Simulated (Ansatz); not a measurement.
# Formation energy and levels of the hydrogen on a lattice site H_N in Al3GaN4 (Pm)

Wanted: the transition levels of a hydrogen on a lattice site in Al3GaN4 (Pm), from a cell of 96 host atoms with 1 N taken out and 1 H put in.

Program: Ansatz 0.2.0. Level of theory: place-levels on PBEsol runs: charge-transition levels and formation energies with image-charge correction and potential alignment at the atomic sites. Results are calculated unless marked as measured.

**1. Starting point**

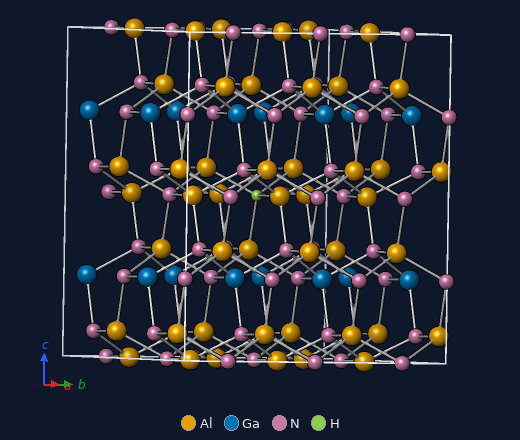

Start, viewed slightly off an axis; aluminium orange, gallium blue, nitrogen pink, hydrogen green. Some periodic images of atoms are drawn too.

The cell holds 96 atoms: 36 Al, 12 Ga, 47 N and 1 H. Its edges and angles: a = 10.087 Å, b = 9.390 Å, c = 10.836 Å, α = 90.0°, β = 90.0°, γ = 90.0°. It derives from Al3GaN4 (space group Pm). Nearest the centre at fractional (0.561, 0.500, 0.584): H78 at 0.00 Å, Al66 at 1.90 Å, Al91 at 1.90 Å, Al75 at 1.90 Å, Al73 at 1.91 Å, N23 at 3.07 Å, N48 at 3.09 Å, N32 at 3.09 Å.

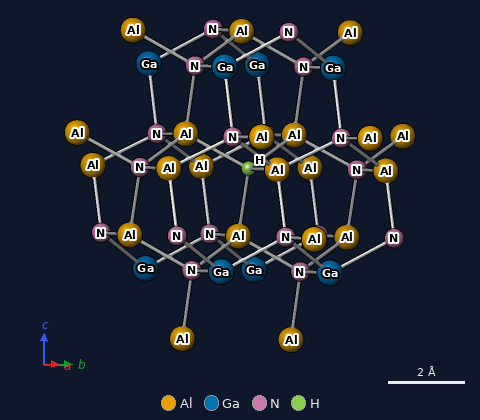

The atoms within 5 Å of the centre.

Known beforehand: the electronic dielectric constant, (4.99, 4.79, 4.80), and the static one, (9.98, 8.63, 8.67), from a response run on this crystal (DFPT, PBEsol) at that run's own cell.

The cell's shortest repeat is 9.4 Å.

**2. What was run first**

Levels follow from differences of total energies between charge states, each relaxed by itself.

Random displacements of about 0.05 Å break the site symmetry at the start, so that the relaxation can reach a distorted minimum if there is one. Forces are taken at one point at (¼, ¼, ¼). The cell holds 1 electron more than the neutral one, with a uniform background that keeps it neutral on the whole. The electron count is odd, so at least one spin is unpaired; this run locks the moment at 1 μB.

The sampling was tested on the host first: at the k-points planned (1x1x1 shifted 0.25 0.25 0.25) its energy lies 0.000 eV an atom from the dense-mesh value, under the bound of 0.02 eV set for this test; that bounds the host's error, not the defect's.

One state's input; the others differ in charge, spin, start and seed, and in occupations where the table says so.

File qm1_M1.relax/input.yaml:

```yaml
crystal:
  lattice:
    - [10.08692036, 0.0, 0.00025278]
    - [0.0, 9.39015678, 0.0]
    - [-0.00644816, 0.0, 10.83601904]
  atoms:
    - { symbol: Al, position: [0.25011429, 0.16666667, 0.08366547] }
    - { symbol: Al, position: [0.00045975, 0.16666667, 0.41740262] }
    - { symbol: Al, position: [0.00054363, 0.0, 0.16584607] }
    - { symbol: Ga, position: [0.24970976, 0.0, 0.33310101] }
    - { symbol: "N", position: [0.05558729, 0.0, 0.33316331] }
    - { symbol: "N", position: [0.06122767, 0.16666667, 0.08357752] }
    - { symbol: "N", position: [0.31256195, 0.16666667, 0.42009678] }
    - { symbol: "N", position: [0.31159516, 0.0, 0.16314772] }
    - { symbol: Al, position: [0.25011429, 0.16666667, 0.58366547] }
    - { symbol: Al, position: [0.00045975, 0.16666667, 0.91740262] }
    - { symbol: Al, position: [0.00054363, 0.0, 0.66584607] }
    - { symbol: Ga, position: [0.24970976, 0.0, 0.83310101] }
    - { symbol: "N", position: [0.05558729, 0.0, 0.83316331] }
    - { symbol: "N", position: [0.06122767, 0.16666667, 0.58357752] }
    - { symbol: "N", position: [0.31256195, 0.16666667, 0.92009678] }
    - { symbol: "N", position: [0.31159516, 0.0, 0.66314772] }
    - { symbol: Al, position: [0.25011429, 0.5, 0.08366547] }
    - { symbol: Al, position: [0.00045975, 0.5, 0.41740262] }
    - { symbol: Al, position: [0.00054363, 0.33333333, 0.16584607] }
    - { symbol: Ga, position: [0.24970976, 0.33333333, 0.33310101] }
    - { symbol: "N", position: [0.05558729, 0.33333333, 0.33316331] }
    - { symbol: "N", position: [0.06122767, 0.5, 0.08357752] }
    - { symbol: "N", position: [0.31256195, 0.5, 0.42009678] }
    - { symbol: "N", position: [0.31159516, 0.33333333, 0.16314772] }
    - { symbol: Al, position: [0.25011429, 0.5, 0.58366547] }
    - { symbol: Al, position: [0.00045975, 0.5, 0.91740262] }
    - { symbol: Al, position: [0.00054363, 0.33333333, 0.66584607] }
    - { symbol: Ga, position: [0.24970976, 0.33333333, 0.83310101] }
    - { symbol: "N", position: [0.05558729, 0.33333333, 0.83316331] }
    - { symbol: "N", position: [0.06122767, 0.5, 0.58357752] }
    - { symbol: "N", position: [0.31256195, 0.5, 0.92009678] }
    - { symbol: "N", position: [0.31159516, 0.33333333, 0.66314772] }
    - { symbol: Al, position: [0.25011429, 0.83333333, 0.08366547] }
    - { symbol: Al, position: [0.00045975, 0.83333333, 0.41740262] }
    - { symbol: Al, position: [0.00054363, 0.66666667, 0.16584607] }
    - { symbol: Ga, position: [0.24970976, 0.66666667, 0.33310101] }
    - { symbol: "N", position: [0.05558729, 0.66666667, 0.33316331] }
    - { symbol: "N", position: [0.06122767, 0.83333333, 0.08357752] }
    - { symbol: "N", position: [0.31256195, 0.83333333, 0.42009678] }
    - { symbol: "N", position: [0.31159516, 0.66666667, 0.16314772] }
    - { symbol: Al, position: [0.25011429, 0.83333333, 0.58366547] }
    - { symbol: Al, position: [0.00045975, 0.83333333, 0.91740262] }
    - { symbol: Al, position: [0.00054363, 0.66666667, 0.66584607] }
    - { symbol: Ga, position: [0.24970976, 0.66666667, 0.83310101] }
    - { symbol: "N", position: [0.05558729, 0.66666667, 0.83316331] }
    - { symbol: "N", position: [0.06122767, 0.83333333, 0.58357752] }
    - { symbol: "N", position: [0.31256195, 0.83333333, 0.92009678] }
    - { symbol: "N", position: [0.31159516, 0.66666667, 0.66314772] }
    - { symbol: Al, position: [0.75011429, 0.16666667, 0.08366547] }
    - { symbol: Al, position: [0.50045975, 0.16666667, 0.41740262] }
    - { symbol: Al, position: [0.50054363, 0.0, 0.16584607] }
    - { symbol: Ga, position: [0.74970976, 0.0, 0.33310101] }
    - { symbol: "N", position: [0.55558729, 0.0, 0.33316331] }
    - { symbol: "N", position: [0.56122767, 0.16666667, 0.08357752] }
    - { symbol: "N", position: [0.81256195, 0.16666667, 0.42009678] }
    - { symbol: "N", position: [0.81159516, 0.0, 0.16314772] }
    - { symbol: Al, position: [0.75011429, 0.16666667, 0.58366547] }
    - { symbol: Al, position: [0.50045975, 0.16666667, 0.91740262] }
    - { symbol: Al, position: [0.50054363, 0.0, 0.66584607] }
    - { symbol: Ga, position: [0.74970976, 0.0, 0.83310101] }
    - { symbol: "N", position: [0.55558729, 0.0, 0.83316331] }
    - { symbol: "N", position: [0.56122767, 0.16666667, 0.58357752] }
    - { symbol: "N", position: [0.81256195, 0.16666667, 0.92009678] }
    - { symbol: "N", position: [0.81159516, 0.0, 0.66314772] }
    - { symbol: Al, position: [0.75011429, 0.5, 0.08366547] }
    - { symbol: Al, position: [0.50045975, 0.5, 0.41740262] }
    - { symbol: Al, position: [0.50054363, 0.33333333, 0.16584607] }
    - { symbol: Ga, position: [0.74970976, 0.33333333, 0.33310101] }
    - { symbol: "N", position: [0.55558729, 0.33333333, 0.33316331] }
    - { symbol: "N", position: [0.56122767, 0.5, 0.08357752] }
    - { symbol: "N", position: [0.81256195, 0.5, 0.42009678] }
    - { symbol: "N", position: [0.81159516, 0.33333333, 0.16314772] }
    - { symbol: Al, position: [0.75011429, 0.5, 0.58366547] }
    - { symbol: Al, position: [0.50045975, 0.5, 0.91740262] }
    - { symbol: Al, position: [0.50054363, 0.33333333, 0.66584607] }
    - { symbol: Ga, position: [0.74970976, 0.33333333, 0.83310101] }
    - { symbol: "N", position: [0.55558729, 0.33333333, 0.83316331] }
    - { symbol: H, position: [0.56122767, 0.5, 0.58357752] }
    - { symbol: "N", position: [0.81256195, 0.5, 0.92009678] }
    - { symbol: "N", position: [0.81159516, 0.33333333, 0.66314772] }
    - { symbol: Al, position: [0.75011429, 0.83333333, 0.08366547] }
    - { symbol: Al, position: [0.50045975, 0.83333333, 0.41740262] }
    - { symbol: Al, position: [0.50054363, 0.66666667, 0.16584607] }
    - { symbol: Ga, position: [0.74970976, 0.66666667, 0.33310101] }
    - { symbol: "N", position: [0.55558729, 0.66666667, 0.33316331] }
    - { symbol: "N", position: [0.56122767, 0.83333333, 0.08357752] }
    - { symbol: "N", position: [0.81256195, 0.83333333, 0.42009678] }
    - { symbol: "N", position: [0.81159516, 0.66666667, 0.16314772] }
    - { symbol: Al, position: [0.75011429, 0.83333333, 0.58366547] }
    - { symbol: Al, position: [0.50045975, 0.83333333, 0.91740262] }
    - { symbol: Al, position: [0.50054363, 0.66666667, 0.66584607] }
    - { symbol: Ga, position: [0.74970976, 0.66666667, 0.83310101] }
    - { symbol: "N", position: [0.55558729, 0.66666667, 0.83316331] }
    - { symbol: "N", position: [0.56122767, 0.83333333, 0.58357752] }
    - { symbol: "N", position: [0.81256195, 0.83333333, 0.92009678] }
    - { symbol: "N", position: [0.81159516, 0.66666667, 0.66314772] }
  host:
    repeats: [2, 3, 2]
    atoms:
      - { symbol: Al, position: [0.50022857, 0.5, 0.16733093] }
      - { symbol: Al, position: [0.00091951, 0.5, 0.83480524] }
      # ... 6 more atoms of the perfect host
total_charge: -1
basis:
  ecutwfc: 420
  xc_grid: 2
hamiltonian:
  xc: pbesol
kpoints:
  mp_grid: { grid: [1, 1, 1], shift: [0.25, 0.25, 0.25] }
magnetization:
  spin_polarized: true
  initial_magnetization: 1
  spin_locking: { lock_magnetization: hard }
scf:
  occupations: { method: fixed }
  max_iter: 80
output:
  forces: true
  charged_corrections:
    epsilon: [4.99, 4.79, 4.8]
    static_epsilon: [9.98, 8.63, 8.67]
    defect_position: [0.561228, 0.5, 0.583578]
relax:
  f_tol: 0.02
  max_steps: 80
  random_displacement: { amplitude: 0.05, seed: 2139 }
checkpoint:
  write: "../qm1_M1.relax.run"
  compress: false
  write_wavefunctions: true
  write_every: 100000
```

Run with:

```
$ ansatz run input.yaml --threads 8 --pin off --max-ram 14131MiB --backend cpu --events-out ev --progress --plain --runs-dir out
```

Defect states can disperse in a cell of this size, so the energy is taken again at a 2×2×2 shifted mesh, on the relaxed structure.

The run of this state that the levels use, under PBEsol:

File qm1_M1.point/input.yaml:

```yaml
crystal:
  checkpoint: "../qm1_M1.relax.run"
  host: checkpoint
total_charge: -1
basis:
  ecutwfc: 420
  xc_grid: 2
hamiltonian:
  xc: pbesol
kpoints:
  mp_grid: { grid: [2, 2, 2], shift: [0.5, 0.5, 0.5] }
magnetization:
  spin_polarized: true
  initial_magnetization: 1
  spin_locking: { lock_magnetization: hard }
scf:
  occupations: { method: fermi_dirac, width: 0.01 }
  max_iter: 80
output:
  forces: true
  eigenvalues: true
  charged_corrections:
    epsilon: [4.99, 4.79, 4.8]
    static_epsilon: [9.98, 8.63, 8.67]
    defect_position: [0.561228, 0.5, 0.583578]
  eigenstates: { localisation: true }
  populations: true
  efg: {}
checkpoint:
  read: "../qm1_M1.relax.run"
  write: "../qm1_M1.point.run"
  compress: false
  write_wavefunctions: false
  write_every: 100000
```

Relaxations under PBEsol at one point at (¼, ¼, ¼); times on 8 threads of Arm Neoverse V1, shared host:

```
charge  moment (μB)  occupations        outcome  steps  largest displacement against the far atoms (Å)     time
    −1            1        fixed      converged     16                                            1.38  6.8 min
     0            0        fixed  not converged      -                                               -     47 s
     0            0  fermi-dirac      converged     17                                            1.38  3.2 min
    +1            1        fixed      converged     12                                            0.72  4.6 min
    +2            0        fixed      converged      8                                            0.39     84 s
    +3            1        fixed      converged     10                                            0.37  3.9 min
     0            2        fixed      converged     22                                            0.76  8.6 min
```

Single points under PBEsol at a 2×2×2 shifted mesh; times on 8 threads of Arm Neoverse V1, shared host:

```
charge  moment (μB)  occupations    outcome     time
    −1            1  fermi-dirac  converged  2.9 min
     0            0  fermi-dirac  converged     85 s
    +1            1  fermi-dirac  converged  2.7 min
    +2            0  fermi-dirac  converged     81 s
    +3            1  fermi-dirac  converged  3.8 min
     0            2  fermi-dirac  converged  3.2 min
```

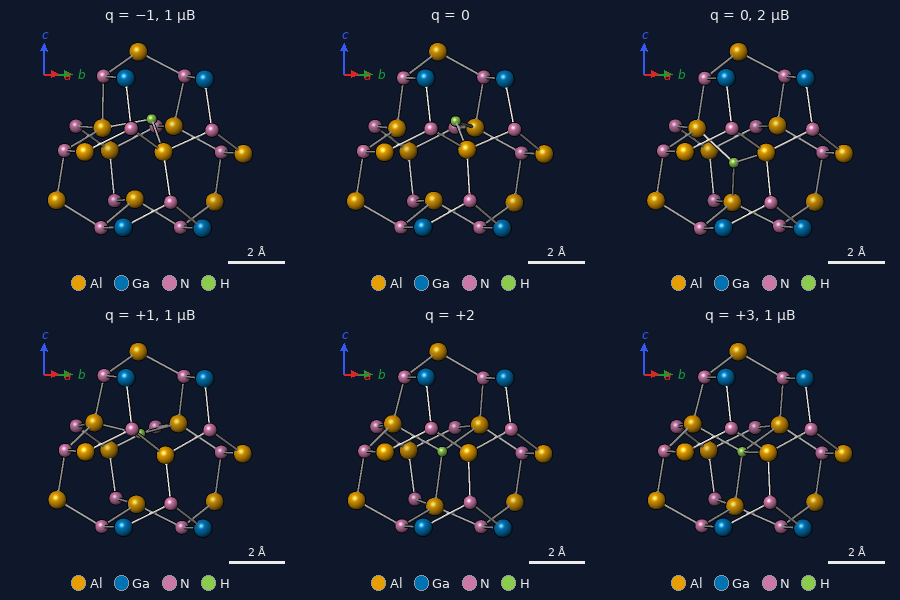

The structures near the centre after relaxation with PBEsol, by charge.

Distances (Å) from H78 to the nearest atoms after relaxation with PBEsol:

```
charge  moment (μB)       1.       2.       3.       4.       5.       6.
    −1            1  Al 1.72  Al 1.91  Al 2.02   N 2.33   N 2.37  Ga 2.44
     0            0  Al 1.66  Al 1.94  Al 2.23   N 2.31  Ga 2.38   N 2.41
     0            2  Al 1.80  Al 1.84  Al 1.89   N 2.65   N 2.66   N 2.66
    +1            1  Al 1.76  Al 1.76  Al 2.46  Al 2.59   N 2.66   N 2.66
    +2            0  Al 2.07  Al 2.07  Al 2.10  Al 2.39   N 3.01   N 3.02
    +3            1  Al 2.07  Al 2.07  Al 2.08  Al 2.36   N 3.00   N 3.02
```

(Part 1 of 2 ends here.)

[Logs are printed without paths, hosts, clocks, repeated set-up lines and the standing remarks that a program may print on its own settings, such as how far it seeks lower states.]

[Hosts, paths, dates, database ids (printed as entryN), source tags and the programs' standing remarks are cut or masked in the printed files.]

[Where a table of states has a column of steps, it counts the stored structures, which are thinned; the runs took as many ionic steps or more.]

[A defect's name tells the site on which it was built; relaxed atoms can leave that site.]

[For some hosts the program warned that the k-mesh of the response run may be too coarse for force constants and the static dielectric constant; such warnings are not shown here.]
